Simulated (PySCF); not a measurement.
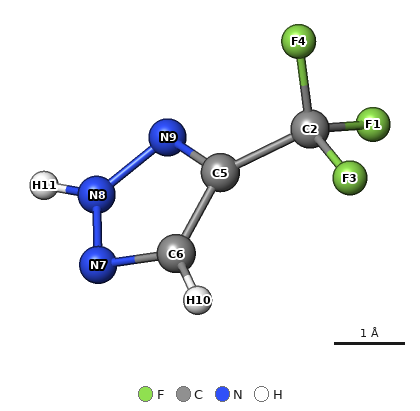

The structure (ball-and-stick view, seen at a tilt; atoms are numbered from 1 in the order of the input). Bond lengths as drawn: C–C 1.41 to 1.49 Å, C–F 1.34 Å, C–H 1.07 Å, C–N 1.32 to 1.33 Å, H–N 1.01 Å and N–N 1.30 to 1.31 Å.

**What a change does: excited-state calculation on C3H2F3N3**

System: C3H2F3N3, SMILES FC(F)(F)c1cn[nH]n1.
Method of run A: TDDFT BP86/def2-SVPD, vertical, gas phase, core orbitals frozen in the response (PySCF 2.14.0).

The geometry comes from this level: GFN2-xTB. Text and figures count atoms from 1; the logs count them from 0 in places.

## Input, run A
```
{"job": {"kind": "uv", "xc": "BP86", "basis": "def2-SVPD", "nstates": 3, "ntriplets": 5, "tda": false}, "charge": 0, "multiplicity": 1}
F     -1.968697    -1.181155    -0.987512
C     -1.606261    -0.313229    -0.032407
F     -2.267934     0.828424    -0.278488
F     -2.083773    -0.792434     1.124880
C     -0.136047    -0.084835     0.005933
C      0.581071     1.110985    -0.173124
N      1.863627     0.824725    -0.051503
N      1.898337    -0.463035     0.185113
N      0.738490    -1.059106     0.230632
H      0.222460     2.097637    -0.372627
H      2.764151    -0.965306     0.323138
```

The first line tells a small driver script what to run in PySCF; the rest is the geometry in Å.

Launched with:
```bash
OMP_NUM_THREADS=1 python <driver script> task.json out
```

Hardware: 1 CPU thread, shared host.

## Output (run A)
```
coarse grid: 10944 points
cycle   1  E = -578.6635825545  dE =  1.696e+00  |g| = 8.710e-01  |ddm| = 5.625e+00
cycle   2  E = -578.2964353488  dE =  3.671e-01  |g| = 1.709e+00  |ddm| = 2.848e+00
cycle   3  E = -578.7982757011  dE = -5.018e-01  |g| = 1.313e-01  |ddm| = 1.818e+00
cycle   4  E = -578.7989860813  dE = -7.104e-04  |g| = 1.187e-01  |ddm| = 3.999e-01
cycle   5  E = -578.8021913702  dE = -3.205e-03  |g| = 2.993e-02  |ddm| = 1.867e-01
cycle   6  E = -578.8023757627  dE = -1.844e-04  |g| = 9.743e-03  |ddm| = 5.723e-02
cycle   7  E = -578.8023903187  dE = -1.456e-05  |g| = 5.169e-03  |ddm| = 1.910e-02
cycle   8  E = -578.8023963719  dE = -6.053e-06  |g| = 8.529e-04  |ddm| = 8.426e-03
final grid: 112160 points
cycle   9  E = -578.8907674010  dE = -5.368e-05  |g| = 4.131e-03  |ddm| = 1.181e-01
cycle  10  E = -578.8907554129  dE =  1.199e-05  |g| = 8.412e-03  |ddm| = 2.050e-02
cycle  11  E = -578.8907704637  dE = -1.505e-05  |g| = 1.736e-03  |ddm| = 1.370e-02
cycle  12  E = -578.8907712127  dE = -7.489e-07  |g| = 5.589e-04  |ddm| = 3.432e-03
cycle  13  E = -578.8907712328  dE = -2.014e-08  |g| = 1.949e-04  |ddm| = 8.459e-04
cycle  14  E = -578.8907712396  dE = -6.793e-09  |g| = 7.743e-05  |ddm| = 3.852e-04
cycle  15  E = -578.8907712408  dE = -1.198e-09  |g| = 2.568e-05  |ddm| = 1.292e-04
cycle  16  E = -578.8907712409  dE = -1.439e-10  |g| = 6.085e-06  |ddm| = 4.307e-05
converged SCF energy = -578.8907712409

Static polarisability (au): isotropic 57.698, principal 41.567 60.203 71.324

Singlet excitations
state   eV       nm        f      main configurations
  1   5.8147    213.2   0.00000   H->L 0.97
  2   6.4884    191.1   0.06289   H-1->L 0.78, H-2->L+1 0.17
  3   6.6489    186.5   0.00095   H-3->L 0.52, H->L+1 0.45

Triplet excitations (Tamm-Dancoff, eV): 5.1094 5.1386 5.2403 5.9890 6.0989
```

The input of run B differs as follows (lines with − go, lines with + come):
```diff
-"xc": "BP86"
-"basis": "def2-SVPD"
-"nstates": 3
-"ntriplets": 5
+"xc": "PBE0"
+"basis": "pcSseg-1"
+"nstates": 6
+"ntriplets": 2
```

What does this change do to the results?

The total energies belong to different models, so their difference says nothing on which is more stable or more accurate. The HOMO goes from −7.67 to −8.87 eV. The LUMO goes from −2.14 to −0.92 eV. The dipole moment goes from 2.53 to 2.57 D. The lowest excitation goes from 5.81 to 6.36 eV. The strongest computed line goes from 6.49 to 8.54 eV. The functional changes from BP86 to PBE0. The SCF takes 14 iterations against 16. The basis functions go from 205 to 163.

## Output (run B)
```
coarse grid: 10944 points
cycle   1  E = -578.4179357965  dE =  1.990e+00  |g| = 9.285e-01  |ddm| = 3.324e+00
cycle   2  E = -578.2700887844  dE =  1.478e-01  |g| = 1.379e+00  |ddm| = 1.249e+00
cycle   3  E = -578.5686017201  dE = -2.985e-01  |g| = 6.104e-02  |ddm| = 7.398e-01
cycle   4  E = -578.5687552977  dE = -1.536e-04  |g| = 5.162e-02  |ddm| = 8.509e-02
cycle   5  E = -578.5693015825  dE = -5.463e-04  |g| = 1.645e-02  |ddm| = 5.096e-02
cycle   6  E = -578.5693528247  dE = -5.124e-05  |g| = 4.723e-03  |ddm| = 1.431e-02
cycle   7  E = -578.5693571806  dE = -4.356e-06  |g| = 1.277e-03  |ddm| = 3.508e-03
final grid: 112160 points
cycle   8  E = -578.6357878354  dE = -4.299e-05  |g| = 7.011e-03  |ddm| = 3.030e-02
cycle   9  E = -578.6357802531  dE =  7.582e-06  |g| = 9.614e-03  |ddm| = 1.267e-02
cycle  10  E = -578.6357976209  dE = -1.737e-05  |g| = 1.529e-03  |ddm| = 7.077e-03
cycle  11  E = -578.6357981226  dE = -5.017e-07  |g| = 5.143e-04  |ddm| = 1.535e-03
cycle  12  E = -578.6357981710  dE = -4.838e-08  |g| = 1.405e-04  |ddm| = 3.906e-04
cycle  13  E = -578.6357981739  dE = -2.893e-09  |g| = 4.412e-05  |ddm| = 1.175e-04
cycle  14  E = -578.6357981743  dE = -3.504e-10  |g| = 1.972e-05  |ddm| = 4.833e-05
converged SCF energy = -578.6357981743

Static polarisability (au): isotropic 46.249, principal 29.298 50.629 58.819

Singlet excitations
state   eV       nm        f      main configurations
  1   6.3637    194.8   0.00000   H-2->L 0.98
  2   6.9687    177.9   0.08486   H->L 0.85, H-1->L+1 0.12
  3   7.3888    167.8   0.01858   H-3->L 0.85, H-2->L+1 0.14
  4   7.7082    160.8   0.02157   H-1->L 0.72, H->L+1 0.22
  5   7.8590    157.8   0.00051   H-2->L+1 0.84, H-3->L 0.14
  6   8.5408    145.2   0.28935   H->L+1 0.71, H-1->L 0.20

Triplet excitations (Tamm-Dancoff, eV): 5.0702 5.3363
```

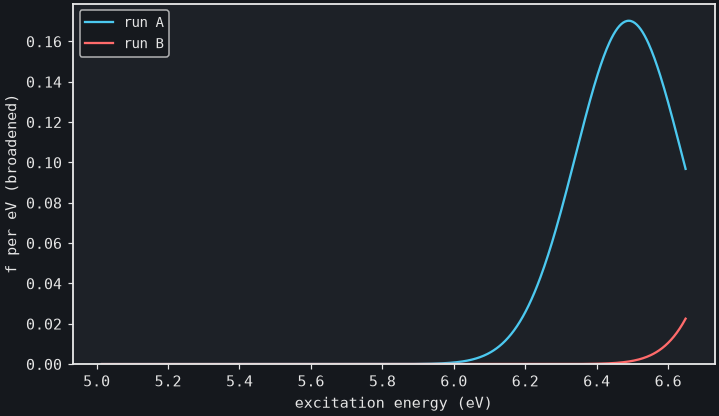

Absorption of the two runs from their computed states, each broadened by a Gaussian of 0.35 eV full width; the range ends where the shorter list of states ends.

## The two runs side by side

| quantity | run A | run B |
| --- | --- | --- |
| outcome | converged | converged |
| total energy (hartree) | −578.890771 | −578.635798 |
| HOMO (eV) | −7.67 | −8.87 |
| LUMO (eV) | −2.14 | −0.92 |
| dipole moment (D) | 2.53 | 2.57 |
| lowest excitation (eV) | 5.81 | 6.36 |
| SCF iterations | 16 | 14 |
| strongest computed line (eV) | 6.49 | 8.54 |
| basis functions | 205 | 163 |
| wall time (shared host) | 34 s | 24 s |
